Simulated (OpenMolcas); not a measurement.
Run report: NHO2, single-point calculation (part 2 of 2)

The same run, continued: NHO2 (nitrous acid), multiplicity 3; ROMP2/STO-3G, ROHF (OpenMolcas 26.06). The geometry is that of the parent species in another charge or spin state. The geometry comes from this level: GFN2-xTB.

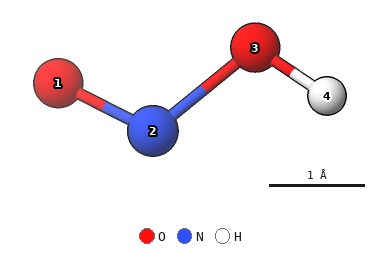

Figure 1. The input geometry (ball-and-stick view, seen at an oblique angle; atoms are numbered from 1 in the order of the input).

The program's output, continued:
```
      Charge (e):
                      =   -0.0000
      Dipole Moment (debye):
      Origin of the operator (angstrom)=    0.1098    0.0334    0.4151
                   X= -3.1880E-01               Y= -2.7404E-01               Z= -1.4900E+00           Total=  1.5482E+00
      Quadrupole Moment (debye*angstrom):
      Origin of the operator (angstrom)=    0.1098    0.0334    0.4151
                  XX= -1.4621E+01              XY=  6.1117E-01              XZ=  4.9677E-01              YY= -1.5342E+01
                  YZ=  6.1012E-01              ZZ= -1.1856E+01
      In traceless form (debye*angstrom)
                  XX= -1.0222E+00              XY=  9.1676E-01              XZ=  7.4516E-01              YY= -2.1032E+00
                  YZ=  9.1518E-01              ZZ=  3.1254E+00
--

--- Stop Module: scf /rc=_RC_ALL_IS_WELL_ ---

--- Start Module: rasscf ---

                                              &RASSCF

                       available to each process: 1.9 GB of memory, 1 thread

      Header of the ONEINT file:
      --------------------------

      OrdInt status: non-squared

      Cartesian coordinates in angstrom:
      -----------------------------------------------------
      No.  Label        X            Y            Z
      -----------------------------------------------------
       1   O1         0.42470000   0.04569000   1.47131000
       2   N2         0.31931000  -0.41142000   0.38728000
       3   O3        -0.35727000   0.41591000  -0.50536000
       4   H4        -0.38673000  -0.05018000  -1.35323000
      -----------------------------------------------------
      Nuclear repulsion energy =   69.81541705

++    Wave function specifications:
      -----------------------------

      Number of closed shell electrons          22
      Number of electrons in active shells       2
      Max number of holes in RAS1 space          0
      Max nr of electrons in RAS3 space          0
      Number of inactive orbitals               11
      Number of active orbitals                  2
      Number of secondary orbitals               3
      Spin quantum number                      1.0
      State symmetry                             1
--

++    Orbital specifications:
      -----------------------

      Symmetry species                           1
                                                 a
      Frozen orbitals                            0
      Inactive orbitals                         11
      Active orbitals                            2
      RAS1 orbitals                              0
      RAS2 orbitals                              2
      RAS3 orbitals                              0
      Secondary orbitals                         3
      Deleted orbitals                           0
      Number of basis functions                 16
--

++    CI expansion specifications:
      ----------------------------

      Number of CSFs                             1
      Number of determinants                     1
      Number of root(s) required                 1
      Root chosen for geometry opt.              1
      CI root used                               1

      highest root included in the CI            1
      max. size of the explicit Hamiltonian      1
--

++    Optimization specifications:
      ----------------------------

      RASSCF algorithm: Conventional
      Maximum number of macro iterations       200
      Maximum number of SX iterations          100
      Threshold for RASSCF energy            1.000E-08
      Threshold for max MO rotation          1.000E-01
      Threshold for max BLB element          1.000E-04
      Level shift parameter                  5.000E-01
      Make Quasi-Newton update
--

      The MO-coefficients are taken from the file:
      calc.UnaOrb
      Title:UHF natural orbitals

      Total molecular charge    0.00

      ************************************************************************************************************************
      *                                            Wave function control section                                             *
      ************************************************************************************************************************

                                         RASSCF iterations: Energy and convergence statistics
                                         ----------------------------------------------------

          iter iter root      energy       change     param      element    value   shift minimum  type update hh:mm:ss
 Nr of preliminary CI iterations:   1
        1   1    8    1  -201.87322949    0.00E+00  -1.84E-02   12  14 1  1.57E-02*  0.16   0.00    SX    NO    0:00:00
        2   1    8    1  -201.87372921   -5.00E-04*  7.01E-03   12  14 1  4.96E-03*  0.16   0.00    SX    NO    0:00:00
        3   1    8    1  -201.87382027   -9.11E-05* -3.09E-03   12  14 1  2.56E-03*  0.16   0.00    SX    NO    0:00:00
        4   1    7    1  -201.87384359   -2.33E-05*  2.57E-03   11  12 1  1.44E-03*  0.16   0.00    SX    NO    0:00:00
        5   1    7    1  -201.87385219   -8.60E-06*  3.83E-03   11  12 1  8.67E-04*  0.16   2.50    LS   YES    0:00:00
        6   1    7    1  -201.87385789   -5.70E-06* -1.14E-03    5  15 1 -7.93E-04*  0.16   1.17    QN   YES    0:00:00
        7   1    7    1  -201.87385973   -1.85E-06*  8.02E-04   12  14 1 -3.42E-04*  0.16   1.24    QN   YES    0:00:00
        8   1    7    1  -201.87386044   -7.05E-07*  3.95E-04    5  15 1  1.73E-04*  0.16   1.49    LS   YES    0:00:00
        9   1    7    1  -201.87386052   -8.64E-08*  2.10E-04    5  15 1  2.06E-04*  0.16   1.00    QN   YES    0:00:00
       10   1    6    1  -201.87386062   -9.96E-08*  1.41E-04    5  15 1  1.01E-04*  0.16   1.67    LS   YES    0:00:00
       11   1    6    1  -201.87386064   -1.91E-08*  8.18E-05   12  14 1  5.51E-05   0.16   1.00    QN   YES    0:00:00
       12   1    5    1  -201.87386065   -1.21E-08*  3.54E-05   12  14 1  1.67E-05   0.16   1.48    QN   YES    0:00:00
       13   1    4    1  -201.87386066   -1.90E-09   3.98E-06   11  14 1 -8.24E-06   0.16   1.08    QN   YES    0:00:00
      Convergence after 13 iterations
       14   1    4    1  -201.87386066   -9.28E-11   3.98E-06   11  14 1 -3.24E-06   0.16   1.08    QN   YES    0:00:00

      ************************************************************************************************************************
                                                      Wave function printout:
                       occupation of active orbitals, and spin coupling of open shells (u,d: Spin up or down)
      ************************************************************************************************************************

      Note: transformation to natural orbitals
      has been made, which may change the order of the CSFs.

      printout of CI-coefficients larger than  0.05 for root  1
      energy=    -201.873861
      conf/sym  11     Coeff  Weight
             1  uu   1.00000 1.00000

      Natural orbitals and occupation numbers for root  1
      sym 1:   1.000000   1.000000

      ************************************************************************************************************************
      *                                                    Final results                                                     *
      ************************************************************************************************************************

++    Final optimization conditions:
      ------------------------------

      Average CI energy                            -201.87386066
      RASSCF energy for state  1                   -201.87386066
      Super-CI energy                                -0.00000000
      RASSCF energy change                           -0.00000000
      Max change in MO coefficients               5.029E-06
      Max non-diagonal density matrix element     3.978E-06
      Maximum BLB matrix element                 -3.241E-06
      (orbital pair  11,  14 in symmetry   1)
      Norm of electronic gradient            4.752E-06
--

      Final state energy(ies):
      ------------------------

::    RASSCF root number  1 Total energy:   -201.87386066
      Von Neumann Entropy (Root   1) =  1.00000

      Mulliken population analysis for root number:  1
      -----------------------------------------------

++    Molecular charges:
      ------------------

      Mulliken charges per centre
      ---------------------------

                O1      N2      O3      H4
      Total    8.0236  7.0130  8.2057  0.7577

      N-E     -0.0236 -0.0130 -0.2057  0.2423

      Total electronic charge=   24.000000

      Total            charge=   -0.000000
--

      Expectation values of various properties for root number:  1
      -----------------------------------------------------------

++    Molecular properties:
      ---------------------

      Charge (e):
                      =   -0.0000
      Dipole Moment (debye):
      Origin of the operator (angstrom)=    0.1098    0.0334    0.4151
                   X= -3.3719E-01               Y= -2.5318E-01               Z= -1.5169E+00           Total=  1.5744E+00
      Quadrupole Moment (debye*angstrom):
      Origin of the operator (angstrom)=    0.1098    0.0334    0.4151
                  XX= -1.4629E+01              XY=  6.3506E-01              XZ=  4.9878E-01              YY= -1.5378E+01
                  YZ=  6.2564E-01              ZZ= -1.1821E+01
      In traceless form (debye*angstrom)
                  XX= -1.0296E+00              XY=  9.5258E-01              XZ=  7.4818E-01              YY= -2.1526E+00
                  YZ=  9.3846E-01              ZZ=  3.1821E+00
--

      Mulliken spin population analysis for root number:  1
      ---------------------------------------------------

++    Molecular charges:
      ------------------

      Mulliken spin population per centre
      ---------------------------

                O1      N2      O3      H4
      Total    1.0288  0.8377  0.1322  0.0012

      Total electronic spin=    2.000000
--

      Canonical orbitals are written to the RASORB file
      Natural orbitals for root   1 are written to the RASORB.1 file
      Spin density orbitals for root   1 are written to the SPDORB.1 file

--- Stop Module: rasscf /rc=_RC_ALL_IS_WELL_ ---

--- Start Module: caspt2 ---

                                              &CASPT2

                       available to each process: 1.9 GB of memory, 1 thread

 ###############################################################################
 ###    WARNING: User changed nr of frozen orbitals.                         ###
 ###############################################################################

++    Wave function specifications:
      -----------------------------

      Number of closed shell electrons          16
      Number of electrons in active shells       2
      Max number of holes in RAS1 space          0
      Max number of electrons in RAS3 space      0
      Number of inactive orbitals                8
      Number of active orbitals                  2
      Number of secondary orbitals               3
      Spin quantum number                      1.0
      State symmetry                             1
      Number of CSFs                             1
      Number of CASSCF root(s) available         1
      CASPT2 state passed to geometry opt.       1
      A file JOBMIX will be created
      This is a high spin open shell RHF reference function
--

++    Orbital specifications:
      -----------------------

      Symmetry species                           1
                                                 a
      Frozen orbitals                            3
      Inactive orbitals                          8
      Active orbitals                            2
      Secondary orbitals                         3
      Deleted orbitals                           0
      Number of basis functions                 16
--

++    CASPT2 specifications:
      ----------------------

      Type of calculation                        SS-CASPT2
      Fock operator                              state-specific
      IPEA shift                                 0.00
      Real shift                                 0.00
      Imaginary shift                            0.00
      The input orbitals will be transformed to quasi-canonical
--

--------------------------------------------------------------------------------
 Estimated memory requirements:
  POLY3 :                   250042
  RHS:                      250773
  SIGMA :                   250864
  PRPCTL:                        0
 Available workspace:    232491935

++ CASPT2 computation for group   1

********************************************************************************
 Multi-State initialization phase begins for group   1
--------------------------------------------------------------------------------
********************************************************************************
 Compute H0 matrices for state    1
--------------------------------------------------------------------------------
--------------------------------------------------------------------------------
 H0 matrices have been computed.

********************************************************************************
  CASPT2 EQUATION SOLUTION
--------------------------------------------------------------------------------

  Total nr of CASPT2 parameters:
   Before reduction:        1265
   After  reduction:        1001

 Variance of |WF0>:       0.2662096054

 The contributions to the second order correlation energy in atomic units.
-----------------------------------------------------------------------------------------------------------------------------
  IT.      VJTU        VJTI        ATVX        AIVX        VJAI        BVAT        BJAT        BJAI        TOTAL       RNORM
-----------------------------------------------------------------------------------------------------------------------------
   1    -0.000000   -0.010408   -0.000000   -0.009715   -0.039552   -0.000000   -0.004949   -0.050411   -0.115035    0.002009
   2    -0.000000   -0.010488   -0.000000   -0.009810   -0.039574   -0.000000   -0.004953   -0.050438   -0.115263    0.000159
   3    -0.000000   -0.010488   -0.000000   -0.009811   -0.039573   -0.000000   -0.004952   -0.050435   -0.115260    0.000011
-----------------------------------------------------------------------------------------------------------------------------

  FINAL CASPT2 RESULT:

      Reference energy:        -201.8738606554
      E2 (Non-variational):      -0.1152589085
      E2 (Variational):          -0.1152589214
      Total energy:            -201.9891195768
      Residual norm:              0.0000008401
      Reference weight:           0.94460

      Contributions to the CASPT2 correlation energy
      Active & Virtual Only:         -0.0000000081
      One Inactive Excited:          -0.0147633215
      Two Inactive Excited:          -0.1004955789

++ Denominators, etc.
--------------------------------------------------------------------------------------------------------------
 Report on small energy denominators, large coefficients, and large energy contributions.
CASE  SYMM ACTIVE-MIX  NON-ACTIVE INDICES          DENOMINATOR     RHS VALUE       COEFFICIENT     CONTRIBUTION
VJTIM    1  Mu1.0001  In1.008 In1.007               1.16275150      0.04877303     -0.04160499     -0.00202920
VJTIM    1  Mu1.0001  In1.010 In1.008               0.97169388     -0.06023197      0.06215067     -0.00374346
VJTIM    1  Mu1.0001  In1.011 In1.007               1.00832631      0.03338192     -0.03342975     -0.00111595
VJTIM    1  Mu1.0001  In1.011 In1.010               0.81726868      0.04680858     -0.05801345     -0.00271553
AIVX     1  Mu1.0002  In1.010 Se1.014               1.00012571     -0.03402558      0.03505050     -0.00119261
AIVX     1  Mu1.0005  In1.011 Se1.014               1.11980530     -0.03469318      0.03137757     -0.00108859
VJAIP    1  Mu1.0002  Se1.016 In1.009 In1.008       2.09470187     -0.06003903      0.02856502     -0.00171502
VJAIM    1  Mu1.0001  Se1.016 In1.009 In1.007       2.01165471     -0.05183063      0.02552387     -0.00132292
VJAIM    1  Mu1.0002  Se1.016 In1.009 In1.008       2.09470187     -0.09825906      0.04705646     -0.00462372
VJAIM    1  Mu1.0001  Se1.016 In1.010 In1.007       1.88406498     -0.04723887      0.02505002     -0.00118333
VJAIM    1  Mu1.0002  Se1.014 In1.010 In1.008       1.62302504     -0.04387357      0.02575536     -0.00112998
VJAIM    1  Mu1.0001  Se1.016 In1.010 In1.009       1.82059708      0.06772985     -0.03697445     -0.00250427
BJAIP    1  Se1.015 In1.006 Se1.015 In1.007         2.77714457      0.07298869     -0.02647002     -0.00193201
BJAIP    1  Se1.015 In1.007 Se1.015 In1.007         2.58316188      0.09947758     -0.03872460     -0.00385223
BJAIP    1  Se1.016 In1.009 Se1.016 In1.009         2.94360507      0.08781584     -0.02987094     -0.00262314
BJAIP    1  Se1.014 In1.007 Se1.015 In1.010         2.29170665     -0.08268727      0.03628325     -0.00300016
BJAIP    1  Se1.014 In1.010 Se1.014 In1.010         2.00025141      0.04978903     -0.02507401     -0.00124841
--

   (Skipping property calculation,
    use PROP keyword to activate)
--

  Total CASPT2 energies:
::    CASPT2 Root  1     Total energy:   -201.98911958

  A NEW JOBIPH FILE NAMED 'JOBMIX' IS PREPARED.
********************************************************************************
--- Stop Module: caspt2 /rc=_RC_ALL_IS_WELL_ ---

.##################.
.# Happy landing! #.
.##################.

    Timing: Wall=2.25 User=1.78 System=0.46
```

This output came from the following input.

Input:
```
&GATEWAY
  BasLib
  $CurrDir
  Coord
  4
  angstrom
  O        0.424700       0.045690       1.471310
  N        0.319310      -0.411420       0.387280
  O       -0.357270       0.415910      -0.505360
  H       -0.386730      -0.050180      -1.353230
  Basis
  STO-3G
  Group
  NoSym

&SEWARD

&SCF
  UHF
  Spin
  3
  Thresholds
  1e-10 1e-07 1e-07 1e-05
  PrOrbitals
  1 1

&RASSCF
  FileOrb
  $Project.UnaOrb
  Spin
  3
  Nactel
  2 0 0
  Inactive
  11
  Ras2
  2
  OutOrbitals
  Canonical
  OrbListing
  Nothing

&CASPT2
  IPEA
  0.0
  Frozen
  3
```

Launched with:
```bash
export MOLCAS_MEM=1860
pymolcas calc.input > calc.log
```

Key numbers:

| quantity | value |
| --- | --- |
| outcome | converged |
| total energy | −201.989120 hartree |
| SCF energy | −201.873861 hartree |
| correlation energy | −0.115259 hartree |
| basis functions | 16 |
| hardware | 1 thread of Arm Neoverse V2, 24 GiB of memory available, shared host |
| wall time | 2.5 s |
| peak memory | 0.37 GiB |
